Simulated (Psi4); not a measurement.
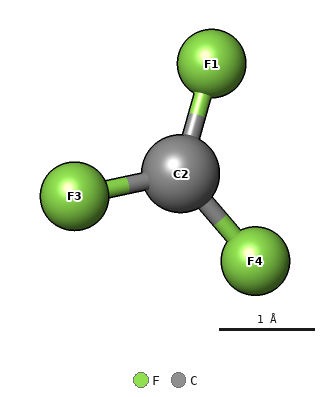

Fig. 1: The input geometry (ball-and-stick view, seen at a tilt; atoms are numbered from 1 in the order of the input).

# CF₃: single-point calculation (part 1 of 2)

System: CF₃, multiplicity 2.
Method: M06-2X/cc-pCVQZ, UKS (Psi4 1.11).

The geometry comes from this level: PBE0-D4/def2-TZVP.

### The input (input.inp)
```
memory 1.6 GB

molecule mol {
  0 2
  F      1.32016267    -0.21656261     1.89993065
  C      0.00000000     0.00000000     0.00000000
  F     -1.15178807    -1.83945941    -0.83034566
  F     -0.16818563     2.05602202    -1.06958499
  units au
  symmetry c1
}

set {
  basis cc-pCVQZ
  reference uks
  puream true
  scf_type df
  dft_radial_points 99
  dft_spherical_points 590
  maxiter 100
}

e = energy('m06-2x')
print_variables()
```

Hardware: 1 thread of AMD EPYC (Zen 2), 12 GiB of memory available, shared host.

Command:
```bash
psi4 -i input.inp -o input.out -n 1
```

### The program's output
```
Psi4 1.11 release

   => Loading Basis Set <=

    Name: CC-PCVQZ
    Role: ORBITAL
    Keyword: BASIS

         ---------------------------------------------------------
                                   SCF
                              UKS Reference
                        1 Threads,   1525 MiB Core
         ---------------------------------------------------------

  ==> Geometry <==

    Molecular point group: c1
    Full point group: C1

    Geometry (in Bohr), charge = 0, multiplicity = 2:

       Center              X                  Y                   Z               Mass
    ------------   -----------------  -----------------  -----------------  -----------------
         F            1.320110635543    -0.216562610000     1.899930650000    18.998403162730
         C           -0.000052034457     0.000000000000     0.000000000000    12.000000000000
         F           -1.151840104457    -1.839459410000    -0.830345660000    18.998403162730
         F           -0.168237664457     2.056022020000    -1.069584990000    18.998403162730

  Running in c1 symmetry.

  Rotational constants: A =      0.39125  B =      0.39120  C =      0.19561 [cm^-1]
  Rotational constants: A =  11729.33358  B =  11727.96028  C =   5864.32345 [MHz]
  Nuclear repulsion =  130.092792062565593

  Charge       = 0
  Multiplicity = 2
  Electrons    = 33
  Nalpha       = 17
  Nbeta        = 16

  ==> Algorithm <==

  SCF Algorithm Type is DF.
  DIIS enabled.
  MOM disabled.
  Fractional occupation disabled.
  Guess Type is SAD.
  Energy threshold   = 1.00e-06
  Density threshold  = 1.00e-06
  Integral threshold = 1.00e-12

  ==> Primary Basis <==

  Basis Set: CC-PCVQZ
    Blend: CC-PCVQZ
    Number of shells: 96
    Number of basis functions: 336
    Number of Cartesian functions: 416
    Spherical Harmonics?: true
    Max angular momentum: 4

  ==> DFT Potential <==

   => LibXC <=

    Version 7.1.2

   => Composite Functional: M06-2X <=

    Deriv               =              1
    GGA                 =           TRUE
    Meta                =           TRUE

    Exchange Hybrid     =           TRUE
    MP2 Hybrid          =          FALSE

   => Exchange Functionals <=

    1.0000   XC_HYB_MGGA_X_M06_2X

   => Exact (HF) Exchange <=

    0.5400               HF

   => Correlation Functionals <=

    1.0000   XC_MGGA_C_M06_2X

   => LibXC Density Thresholds  <==

    XC_MGGA_C_M06_2X:  1.00E-12
    XC_HYB_MGGA_X_M06_2X:  1.00E-15

   => Molecular Quadrature <=

    Radial Scheme          =       TREUTLER
    Pruning Scheme         =           NONE
    Nuclear Scheme         =       TREUTLER

    Blocking Scheme        =         OCTREE
    BS radius alpha        =              1
    Pruning alpha          =              1
    Radial Points          =             99
    Spherical Points       =            590
    Total Points           =         226293
    Total Blocks           =           1700
    Max Points             =            256
    Max Functions          =            265
    Weights Tolerance      =       1.00E-15

   => Loading Basis Set <=

    Name: (CC-PCVQZ AUX)
    Role: JKFIT
    Keyword: DF_BASIS_SCF

  ==> Integral Setup <==

  DFHelper Memory: AOs need 0.239 GiB; user supplied 0.239 GiB.
  SCF_SUBTYPE=INCORE selected. In-core MEM_DF algorithm will be used.
  Using in-core AOs.

  ==> MemDFJK: Density-Fitted J/K Matrices <==

    J tasked:                   Yes
    K tasked:                   Yes
    wK tasked:                   No
    Memory [MiB]:               244
    Algorithm:                 Core
    Schwarz Cutoff:           1E-12
    Mask sparsity (%):      16.5037
    Fitting Condition:        1E-10

   => Auxiliary Basis Set <=

  Basis Set: (CC-PCVQZ AUX)
    Blend: DEF2-UNIVERSAL-JKFIT
    Number of shells: 100
    Number of basis functions: 306
    Number of Cartesian functions: 368
    Spherical Harmonics?: true
    Max angular momentum: 4

  Cached 25.0% of DFT collocation blocks in 0.717 [GiB].

  Minimum eigenvalue in the overlap matrix is 1.2400655235E-04.
  Reciprocal condition number of the overlap matrix is 2.0044693656E-05.
    Using symmetric orthogonalization.

  ==> Pre-Iterations <==

  SCF Guess: Superposition of Atomic Densities via on-the-fly atomic UHF (no occupation information).

   -------------------------
    Irrep   Nso     Nmo
   -------------------------
     A        336     336
   -------------------------
    Total     336     336
   -------------------------

  ==> Iterations <==

                           Total Energy        Delta E     RMS |[F,P]|

   @DF-UKS iter SAD:  -337.67538233811428   -3.37675e+02   0.00000e+00
   @DF-UKS iter   1:  -337.51316224944742    1.62220e-01   1.13385e-03 DIIS/ADIIS
   @DF-UKS iter   2:  -337.51954776137984   -6.38551e-03   1.07538e-03 DIIS/ADIIS
   @DF-UKS iter   3:  -337.55049037047388   -3.09426e-02   7.42313e-05 DIIS
   @DF-UKS iter   4:  -337.55081288624979   -3.22516e-04   2.53992e-05 DIIS
   @DF-UKS iter   5:  -337.55085989510150   -4.70089e-05   9.59365e-06 DIIS
   @DF-UKS iter   6:  -337.55086864798079   -8.75288e-06   2.70081e-06 DIIS
   @DF-UKS iter   7:  -337.55086955489827   -9.06917e-07   5.02096e-07 DIIS
  Energy and wave function converged.

  ==> Post-Iterations <==

   Electrons on quadrature grid:
      Nalpha   =   16.9999998696 ; deviation = -1.304e-07
      Nbeta    =   15.9999999018 ; deviation = -9.817e-08
      Ntotal   =   32.9999997714 ; deviation = -2.286e-07

   @Spin Contamination Metric:   4.240506847E-03
   @S^2 Expected:                7.500000000E-01
   @S^2 Observed:                7.542405068E-01
   @S   Expected:                5.000000000E-01
   @S   Observed:                5.000000000E-01

    Orbital Energies [Eh]
    ---------------------

    Alpha Occupied:

       1A    -25.303819     2A    -25.303814     3A    -25.303797
       4A    -10.732336     5A     -1.526516     6A     -1.437577
       7A     -1.437572     8A     -0.824281     9A     -0.744719
      10A     -0.744714    11A     -0.723029    12A     -0.602377
      13A     -0.602374    14A     -0.595107    15A     -0.595101
      16A     -0.545478    17A     -0.202190

    Alpha Virtual:

      18A      0.092558    19A      0.199595    20A      0.199600
      21A      0.220777    22A      0.313648    23A      0.417655
      24A      0.417662    25A      0.446162    26A      0.495216
      27A      0.495248    28A      0.581473    29A      0.581477
      30A      0.629679    31A      0.629685    32A      0.656202
      33A      0.678265    34A      0.678296    35A      0.690267
      36A      0.739461    37A      0.925568    38A      0.925583
      39A      1.073043    40A      1.120034    41A      1.120041
      42A      1.197989    43A      1.386060    44A      1.386079
      45A      1.436364    46A      1.436400    47A      1.458338
      48A      1.511532    49A      1.592043    50A      1.592061
      51A      1.606907    52A      1.667236    53A      1.667245
      54A      1.759884    55A      1.842116    56A      1.843535
      57A      1.843576    58A      1.936488    59A      2.107275
      60A      2.107289    61A      2.147506    62A      2.147552
      63A      2.248490    64A      2.255955    65A      2.388513
      66A      2.388516    67A      2.397250    68A      2.397275
      69A      2.497243    70A      2.589515    71A      2.589565
      72A      3.090280    73A      3.215429    74A      3.219346
      75A      3.219360    76A      3.353815    77A      3.353919
      78A      3.613536    79A      3.775489    80A      3.775509
      81A      3.915721    82A      3.942713    83A      4.056665
      84A      4.056706    85A      4.068010    86A      4.099420
      87A      4.099430    88A      4.113087    89A      4.333282
      90A      4.341809    91A      4.341875    92A      4.355761
      93A      4.522418    94A      4.522463    95A      4.578013
      96A      4.578032    97A      4.593132    98A      4.593154
      99A      4.771537   100A      4.784854   101A      4.784906
     102A      4.846152   103A      4.993998   104A      4.994094
     105A      4.998389   106A      5.137131   107A      5.178087
     108A      5.178111   109A      5.237331   110A      5.281442
     111A      5.281482   112A      5.328989   113A      5.329046
     114A      5.358675   115A      5.414529   116A      5.414637
     117A      5.447805   118A      5.525217   119A      5.626856
     120A      5.655819   121A      5.655832   122A      5.698658
     123A      5.698666   124A      5.800139   125A      5.800192
     126A      6.054828   127A      6.059283   128A      6.107515
     129A      6.107557   130A      6.156296   131A      6.156321
     132A      6.460478   133A      6.748223   134A      7.284313
     135A      7.335706   136A      7.345454   137A      7.345524
     138A      7.466849   139A      7.466904   140A      7.532732
     141A      7.863160   142A      7.863357   143A      8.525614
     144A      8.525680   145A     10.397502   146A     11.092287
     147A     11.092336   148A     11.182343   149A     11.220969
     150A     11.237814   151A     11.237883   152A     11.296260
     153A     11.296378   154A     11.297403   155A     11.297427
     156A     11.297501   157A     11.297561   158A     11.321197
     159A     11.321213   160A     11.363176   161A     11.363246
     162A     11.485900   163A     11.600144   164A     11.600235
     165A     11.713364   166A     11.713433   167A     11.793265
     168A     11.857703   169A     12.008505   170A     12.008568
     171A     12.235319   172A     12.235384   173A     12.249411
     174A     12.395435   175A     12.427853   176A     12.511229
     177A     12.511296   178A     12.625451   179A     12.900945
     180A     12.964967   181A     12.965038   182A     14.410868
     183A     14.410936   184A     14.449559   185A     14.466144
     186A     14.466183   187A     14.477736   188A     14.746744
     189A     14.746814   190A     14.797503   191A     14.839682
     192A     14.839790   193A     15.133909   194A     15.204752
     195A     15.446093   196A     15.446180   197A     15.456939
     198A     15.484394   199A     15.484459   200A     15.585264
     201A     15.639530   202A     15.639646   203A     15.668214
     204A     15.715594   205A     15.715677   206A     15.725244
     207A     15.794308   208A     15.794378   209A     16.096297
     210A     16.096339   211A     16.114236   212A     16.206112
     213A     16.601163   214A     16.601407   215A     16.698865
     216A     16.698954   217A     17.127379   218A     18.407935
     219A     20.297914   220A     20.297971   221A     21.150545
     222A     21.609092   223A     21.609173   224A     25.866932
     225A     25.866950   226A     26.619552   227A     26.850053
     228A     26.850270   229A     36.143681   230A     40.345522
     231A     40.345544   232A     40.398028   233A     40.475417
     234A     40.475489   235A     40.788910   236A     41.341971
     237A     41.342045   238A     41.347856   239A     59.046651
     240A     59.066773   241A     59.066793   242A     59.071887
     243A     59.092193   244A     59.092208   245A     59.265109
     246A     59.265121   247A     59.272994   248A     59.290069
     249A     59.462834   250A     59.462957   251A     59.791609
     252A     59.791681   253A     59.815779   254A     65.388268
     255A     66.975812   256A     66.975888   257A     78.303006
     258A     78.367953   259A     78.367981   260A     96.560215
     261A     96.560223   262A     96.564677   263A     96.569219
     264A     96.569223   265A     96.571492   266A     96.594403
     267A     96.603014   268A     96.603050   269A     96.621912
     270A     96.621930   271A     96.662192   272A     96.663136
     273A     96.687468   274A     96.691228   275A     96.691266
     276A     96.692766   277A     96.692777   278A     96.714022
     279A     96.743370   280A     96.743404   281A     97.180324
     282A     97.180330   283A     97.198681   284A     97.198683
     285A     97.200304   286A     97.224956   287A     97.249546
     288A    113.473271   289A    113.473279   290A    113.828965
     291A    113.882850   292A    113.882948   293A    120.775880
     294A    143.804735   295A    143.804742   296A    143.846214
     297A    143.891117   298A    143.891182   299A    144.158086
     300A    144.546692   301A    144.546741   302A    144.549265
```
